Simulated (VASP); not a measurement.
**Driving VASP from ASE on Mg (Magnesium)**

Do ASE scripts that read Mg (Magnesium) from different structure formats give one answer, and do several routes find one equilibrium volume? All runs use PBE. Left out of this account: 1 further run (self-consistent run: a reference on another mesh). The start is a cell from a database of measured crystal structures.

Program: VASP 6.6.1. Level of theory: PBE; plane waves and PAW (Mg). Results are calculated unless marked as measured.

## Step 1: Starting point

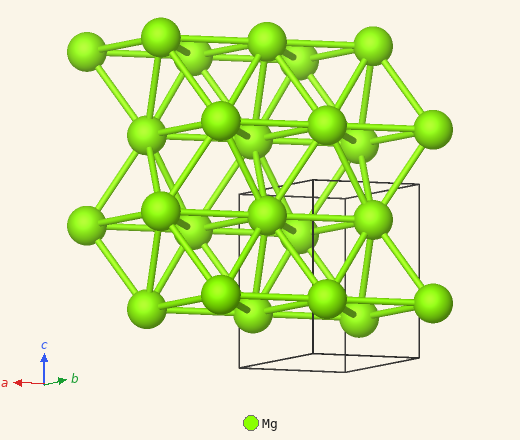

The starting structure, seen from a free direction (magnesium green). 3×2×2 cells are drawn.

As a file:

```cif
data_structure
_symmetry_space_group_name_H-M 'P 1'
_symmetry_Int_Tables_number 1
_cell_length_a 3.2093
_cell_length_b 3.2093
_cell_length_c 5.2103
_cell_angle_alpha 90.000
_cell_angle_beta 90.000
_cell_angle_gamma 120.000
_cell_volume 46.47
loop_
_atom_site_label
_atom_site_type_symbol
_atom_site_fract_x
_atom_site_fract_y
_atom_site_fract_z
_atom_site_occupancy
Mg1 Mg 0.33333 0.66667 0.25000 1
Mg2 Mg 0.66667 0.33333 0.75000 1
```

## Step 2: A single point (PBE, through ASE)

A single point through ASE, with the structure typed into the script.

run.py

```python
import numpy as np
from ase.calculators.vasp import Vasp
from ase import Atoms
from ase.dft.bandgap import bandgap

atoms = Atoms(['Mg', 'Mg'],
              cell=[[3.2093, 0.0, 0.0], [-1.60465, 2.77933533, 0.0], [0.0, 0.0, 5.2103]],
              scaled_positions=[[0.33333333, 0.66666667, 0.25], [0.66666667, 0.33333333, 0.75]],
              pbc=True)

calc = Vasp(
    xc='pbe',
    pp='PBE',
    prec='Accurate',
    encut=400,
    ediff=1e-06,
    nelm=100,
    ismear=-1,
    sigma=0.05,
    lreal=False,
    algo='Normal',
    nbands=8,
    lorbit=11,
    lwave=False,
    lcharg=False,
    kpar=2,
    isif=2,
    pp_version='64',
    setups={'Mg': ''},
    kpts=(14, 14, 8),
    gamma=True,
    txt='vasp.out',
)
atoms.calc = calc

print("energy (eV):", round(atoms.get_potential_energy(), 6))
print("Fermi level (eV):", round(calc.get_fermi_level(), 4))
print("forces (eV/A):")
print(np.round(atoms.get_forces(), 4))
print("stress (GPa, Voigt, tension positive):", np.round(atoms.get_stress() * 160.21766, 3))
gap, p1, p2 = bandgap(calc, direct=False)
print("gap on the mesh (eV):", round(gap, 4))
```

PAW data sets: Mg (PBE family, release 64).

Started as:

```bash
export ASE_VASP_COMMAND="mpirun -np 2 vasp_std"
python run.py
```

What it wrote:

```text
energy (eV): -3.016254
Fermi level (eV): 2.5954
forces (eV/A):
[[ 0. -0.  0.]
 [-0.  0.  0.]]
stress (GPa, Voigt, tension positive): [ 0.63   0.63   0.444 -0.    -0.    -0.   ]
gap on the mesh (eV): 0.0
```

The job ended after 6 s (2 MPI ranks of Intel Xeon 6975P-C (Granite Rapids), shared host; peak memory 0.3 GiB).

The logs omit lines about the potential files and the build; timing stands in the text.

The INCAR that ASE wrote:

```
ENCUT = 400.000000
SIGMA = 0.050000
EDIFF = 1.00e-06
ALGO = Normal
GGA = PE
PREC = Accurate
ISIF = 2
ISMEAR = -1
KPAR = 2
LORBIT = 11
NBANDS = 8
NELM = 100
LCHARG = .FALSE.
LWAVE = .FALSE.
LREAL = .FALSE.
```

ASE turned this into the KPOINTS:

```
KPOINTS created by Atomic Simulation Environment
0
Gamma
14 14 8
0 0 0
```

vasp.out:

```text
[banner, memory and clock lines left out]
running    2 mpi-ranks, on    1 nodes
 distrk:  each k-point on    1 cores,    2 groups
 distr:  one band on    1 cores,    1 groups

 POSCAR found type information on POSCAR Mg
 POSCAR found :  1 types and       2 ions
 LDA part: xc-table for (Slater+PW92), standard interpolation
 POSCAR, INCAR and KPOINTS ok, starting setup
 FFT: planning ... GRIDC
 FFT: planning ... GRID_SOFT
 FFT: planning ... GRID
 WAVECAR not read
 entering main loop
       N       E                     dE             d eps       ncg     rms          rms(c)
DAV:   1    -0.114101923133E+01   -0.11410E+01   -0.11448E+03  1920   0.289E+02
DAV:   2    -0.302261934607E+01   -0.18816E+01   -0.17757E+01  2664   0.185E+01
DAV:   3    -0.303254486758E+01   -0.99255E-02   -0.99229E-02  2544   0.176E+00
DAV:   4    -0.303257256681E+01   -0.27699E-04   -0.27699E-04  2856   0.776E-02
DAV:   5    -0.303257262039E+01   -0.53582E-07   -0.53296E-07  2520   0.260E-03    0.961E-01
DAV:   6    -0.302663889794E+01    0.59337E-02   -0.63998E-04  2344   0.208E-01    0.616E-01
DAV:   7    -0.301918215918E+01    0.74567E-02   -0.25169E-03  2000   0.362E-01    0.343E-02
DAV:   8    -0.301919537314E+01   -0.13214E-04   -0.16231E-05  3032   0.255E-02    0.758E-03
DAV:   9    -0.301919402455E+01    0.13486E-05   -0.12278E-06  2192   0.577E-03    0.623E-04
DAV:  10    -0.301919376912E+01    0.25543E-06   -0.47217E-09  1272   0.464E-04
   1 F= -.30191938E+01 E0= -.30162542E+01  d E =-.587914E-02
```

From OUTCAR (step 2):

```text
ion  position               nearest neighbor table
   1  0.333  0.667  0.250-   2 3.20   2 3.20   2 3.20   2 3.20   2 3.20   2 3.20
   2  0.667  0.333  0.750-   1 3.20   1 3.20   1 3.20   1 3.20   1 3.20   1 3.20

  LATTYP: Found a hexagonal cell.
 ALAT       =     3.2093000000
 C/A-ratio  =     1.6235004518

 Subroutine GETGRP returns: Found 24 space group operations
 (whereof 12 operations were pure point group operations)

The static configuration has the point symmetry D_3d.
 The point group associated with its full space group is D_6h.

 Found    120 irreducible k-points:

   k-points           NKPTS =    120   k-points in BZ     NKDIM =    120   number of bands    NBANDS=      8

   dimension x,y,z NGX =    24 NGY =   24 NGZ =   36
   dimension x,y,z NGXF=    48 NGYF=   48 NGZF=   72

   ENCUT  =  400.0 eV  29.40 Ry    5.42 a.u.   5.23  5.23  8.50*2*pi/ulx,y,z

   NELECT =       4.0000    total number of electrons

 k-points in reciprocal lattice and weights: KPOINTS created by Atomic Simulation Env
   0.00000000  0.00000000  0.00000000       0.001
   0.07142857  0.00000000  0.00000000       0.004
   0.14285714  0.00000000  0.00000000       0.004
   0.21428571  0.00000000  0.00000000       0.004
   0.28571429  0.00000000  0.00000000       0.004
   0.35714286  0.00000000  0.00000000       0.004
   0.42857143  0.00000000  0.00000000       0.004
   0.50000000  0.00000000  0.00000000       0.002
   0.07142857  0.07142857  0.00000000       0.004
[...]
0.28571429  0.28571429  0.50000000       0.004
   0.35714286  0.28571429  0.50000000       0.004

 average (electrostatic) potential at core
       1 -39.3082       2 -39.3082

 E-fermi :   2.5954

 k-point     1 :       0.0000    0.0000    0.0000
  band No.  band energies     occupation
      1      -4.3088      2.00000
      2       0.9071      2.00000
      3       1.3287      2.00000
      4      13.4395      0.00000
      5      13.4395      0.00000
      6      13.5286      0.00000
      7      13.5286      0.00000
      8      14.3315      0.00000

 k-point     2 :       0.0714    0.0000    0.0000
  band No.  band energies     occupation
      1      -4.2092      2.00000
      2       0.9983      2.00000
      3       1.4257      2.00000
      4      11.5340      0.00000
      5      12.3967      0.00000
      6      13.1985      0.00000
      7      14.7126      0.00000
      8      15.1297      0.00000

 k-point     3 :       0.1429    0.0000    0.0000
  band No.  band energies     occupation
      1      -3.9109      2.00000
      2       1.2718      2.00000
      3       1.7143      2.00000
      4       9.3642      0.00000
      5      11.4750      0.00000
      6      12.1901      0.00000
      7      14.0640      0.00000
      8      14.6822      0.00000

  Total       -0.1826187     -0.1826187     -0.1289038      0.0000000      0.0000000      0.0000000
  in kB       -6.2956695     -6.2956695     -4.4438784      0.0000000      0.0000000      0.0000000
  external PRESSURE =      -5.6784058 kB  Pullay stress =       0.0000000 kB

  energy-cutoff  :      400.00
  volume of cell :       46.47
      direct lattice vectors                 reciprocal lattice vectors
     3.209300000  0.000000000  0.000000000     0.311594429  0.179899127  0.000000000
    -1.604650000  2.779335330  0.000000000     0.000000000  0.359798254  0.000000000
     0.000000000  0.000000000  5.210300000     0.000000000  0.000000000  0.191927528

 POSITION                                       TOTAL-FORCE (eV/Angst)
 -----------------------------------------------------------------------------------
     -0.00000      1.85289      1.30258         0.000000     -0.000000      0.000000
      1.60465      0.92645      3.90773        -0.000000      0.000000      0.000000
 -----------------------------------------------------------------------------------
    total drift:                                0.000000     -0.000000      0.000000

  FREE ENERGIE OF THE ION-ELECTRON SYSTEM (eV)
  ---------------------------------------------------
  free  energy   TOTEN  =        -3.0191937691 eV

  energy  without entropy=       -3.0133146255  energy(sigma->0) =       -3.01625420

 total charge
# of ion       s       p       d       tot
------------------------------------------
    1        0.208   0.124   0.011   0.343
    2        0.208   0.124   0.011   0.343
--------------------------------------------------
tot          0.416   0.248   0.022   0.687

[... 3 further parts left out ...]
```

Numbers from this step:

* SCF cycles: 10
* electrons: 4
* bands: 8
* irreducible k-points: 120
* symmetry operations: 24
* free energy (TOTEN): -3.019 eV
* energy at zero smearing: -3.016 eV
* Fermi energy: 2.595 eV
* pressure: -0.5678 GPa
* metallic: yes

The pressure is -0.57 GPa and the largest force 0.000 eV/Å, so the cell is not at a minimum at these settings.

## Step 3: A single point (PBE, through ASE), try 2

The single point through ASE, with the structure read from a CIF with its space group. The mesh changes to 8×8×5, so this is no clean test of the format.

run.py, as its differences from that of step 2:

```diff
@@ -2,9 +2,6 @@
 from ase.calculators.vasp import Vasp
-from ase import Atoms
+from ase.io import read
 from ase.dft.bandgap import bandgap
 
-atoms = Atoms(['Mg', 'Mg'],
-              cell=[[3.2093, 0.0, 0.0], [-1.60465, 2.77933533, 0.0], [0.0, 0.0, 5.2103]],
-              scaled_positions=[[0.33333333, 0.66666667, 0.25], [0.66666667, 0.33333333, 0.75]],
-              pbc=True)
+atoms = read('Mg.cif')
 
@@ -29,3 +26,3 @@
     setups={'Mg': ''},
-    kpts=(14, 14, 8),
+    kpts=(8, 8, 5),
     gamma=True,
```

Mg.cif

```cif
data_Mg
_cell_length_a 3.20930000
_cell_length_b 3.20930000
_cell_length_c 5.21030000
_cell_angle_alpha 90.00000000
_cell_angle_beta 90.00000000
_cell_angle_gamma 120.00000000
_space_group_name_H-M_alt 'P6_3/mmc'
_space_group_name_Hall '-P 6c 2c'
_space_group_IT_number 194
loop_
_space_group_symop_operation_xyz
'x,y,z'
'-x,-y,-z'
'x-y,x,z+1/2'
'-x+y,-x,-z+1/2'
'-y,x-y,z'
'y,-x+y,-z'
'-x,-y,z+1/2'
'x,y,-z+1/2'
'-x+y,-x,z'
'x-y,x,-z'
'y,-x+y,z+1/2'
'-y,x-y,-z+1/2'
'-y,-x,-z+1/2'
'y,x,z+1/2'
'-x,-x+y,-z'
'x,x-y,z'
'-x+y,y,-z+1/2'
'x-y,-y,z+1/2'
'y,x,-z'
'-y,-x,z'
'x,x-y,-z+1/2'
'-x,-x+y,z+1/2'
'x-y,-y,-z'
'-x+y,y,z'
loop_
_atom_site_label
_atom_site_type_symbol
_atom_site_symmetry_multiplicity
_atom_site_Wyckoff_symbol
_atom_site_fract_x
_atom_site_fract_y
_atom_site_fract_z
_atom_site_occupancy
Mg1 Mg 2 c 0.3333333333 0.6666666667 0.2500000000 1
```

What it wrote:

```text
energy (eV): -3.038366
Fermi level (eV): 2.5734
forces (eV/A):
[[ 0.  0.  0.]
 [-0.  0.  0.]]
stress (GPa, Voigt, tension positive): [ 0.634  0.634  0.314 -0.    -0.     0.   ]
gap on the mesh (eV): 0.0
```

Run time: 3.2 s. Hardware: 2 MPI ranks; peak memory 0.27 GiB.

ASE turned this into the INCAR:

```
ENCUT = 400.000000
SIGMA = 0.050000
EDIFF = 1.00e-06
ALGO = Normal
GGA = PE
PREC = Accurate
ISIF = 2
ISMEAR = -1
KPAR = 2
LORBIT = 11
NBANDS = 8
NELM = 100
LCHARG = .FALSE.
LWAVE = .FALSE.
LREAL = .FALSE.
```

ASE turned this into the KPOINTS:

```
KPOINTS created by Atomic Simulation Environment
0
Gamma
8 8 5
0 0 0
```

VASP's own log, vasp.out:

```text
[... set-up lines as in an earlier step ...]
 entering main loop
       N       E                     dE             d eps       ncg     rms          rms(c)
DAV:   1    -0.135627826357E+01   -0.13563E+01   -0.11577E+03   480   0.288E+02
DAV:   2    -0.304466097879E+01   -0.16884E+01   -0.16255E+01   624   0.175E+01
DAV:   3    -0.305398459237E+01   -0.93236E-02   -0.93231E-02   760   0.173E+00
DAV:   4    -0.305400210825E+01   -0.17516E-04   -0.17516E-04   624   0.505E-02
DAV:   5    -0.305400225078E+01   -0.14252E-06   -0.14237E-06   680   0.345E-03    0.955E-01
DAV:   6    -0.304817307770E+01    0.58292E-02   -0.62667E-04   560   0.206E-01    0.612E-01
DAV:   7    -0.304083700333E+01    0.73361E-02   -0.24483E-03   496   0.360E-01    0.339E-02
DAV:   8    -0.304085026484E+01   -0.13262E-04   -0.15208E-05   760   0.249E-02    0.763E-03
DAV:   9    -0.304084895902E+01    0.13058E-05   -0.12586E-06   536   0.583E-03    0.617E-04
DAV:  10    -0.304084871108E+01    0.24795E-06   -0.45180E-09   296   0.458E-04
   1 F= -.30408487E+01 E0= -.30383658E+01  d E =-.496580E-02
```

Parts of OUTCAR (step 3):

```text
 Found     30 irreducible k-points:

   k-points           NKPTS =     30   k-points in BZ     NKDIM =     30   number of bands    NBANDS=      8

   NELECT =       4.0000    total number of electrons

 E-fermi :   2.5734

 k-point     1 :       0.0000    0.0000    0.0000
  band No.  band energies     occupation
      1      -4.3085      2.00000
      2       0.9058      2.00000
      3       1.3309      2.00000
      4      13.4406      0.00000
      5      13.4406      0.00000
      6      13.5290      0.00000
      7      13.5290      0.00000
      8      14.3314      0.00000

 k-point     2 :       0.1250   -0.0000    0.0000
  band No.  band energies     occupation
      1      -4.0037      2.00000
      2       1.1850      2.00000
      3       1.6267      2.00000
      4       9.9002      0.00000
      5      11.6903      0.00000
      6      12.4518      0.00000
      7      14.5920      0.00000
      8      14.9746      0.00000

  Total       -0.1837961     -0.1837961     -0.0911507     -0.0000000      0.0000000      0.0000000
  in kB       -6.3362570     -6.3362570     -3.1423657     -0.0000000      0.0000000      0.0000000
  external PRESSURE =      -5.2716266 kB  Pullay stress =       0.0000000 kB

  energy-cutoff  :      400.00
  volume of cell :       46.47
      direct lattice vectors                 reciprocal lattice vectors
     3.209300000  0.000000000  0.000000000     0.311594429  0.179899127  0.000000000
    -1.604650000  2.779335328  0.000000000     0.000000000  0.359798255  0.000000000
     0.000000000  0.000000000  5.210300000     0.000000000  0.000000000  0.191927528

 POSITION                                       TOTAL-FORCE (eV/Angst)
 -----------------------------------------------------------------------------------
     -0.00000      1.85289      1.30258         0.000000      0.000000      0.000000
      1.60465      0.92645      3.90773        -0.000000      0.000000      0.000000
 -----------------------------------------------------------------------------------
    total drift:                               -0.000000      0.000000     -0.000000

  FREE ENERGIE OF THE ION-ELECTRON SYSTEM (eV)
  ---------------------------------------------------
  free  energy   TOTEN  =        -3.0408487111 eV

  energy  without entropy=       -3.0358829068  energy(sigma->0) =       -3.03836581

 total charge
# of ion       s       p       d       tot
------------------------------------------
    1        0.210   0.123   0.011   0.344
    2        0.210   0.123   0.011   0.344
--------------------------------------------------
tot          0.419   0.247   0.022   0.688

[... 6 parts as in an earlier step ...]

[... 6 further parts left out ...]
```

The k-mesh is coarse for a metal.

This step gave:

| Property | Result |
| --- | --- |
| irreducible k-points | 30 |
| free energy (TOTEN) | -3.041 eV |
| energy at zero smearing | -3.038 eV |
| Fermi energy | 2.573 eV |
| pressure | -0.5272 GPa |

The energy lies -11.06 meV an atom from the first script, on another mesh.

(Part 1 of 3 ends here.)

[Lines on the potential files, build, host, timing and source positions are cut from VASP's logs without a mark.]

[Logs are printed without paths, hosts, clocks, repeated set-up lines and the standing remarks that a program may print on its own settings, such as how far it seeks lower states.]

[Hosts, paths, dates, database ids (printed as entryN), source tags and the programs' standing remarks are cut or masked in the printed files.]

[A measured line is paired with the nearest computed mode of its activity, which favours agreement.]
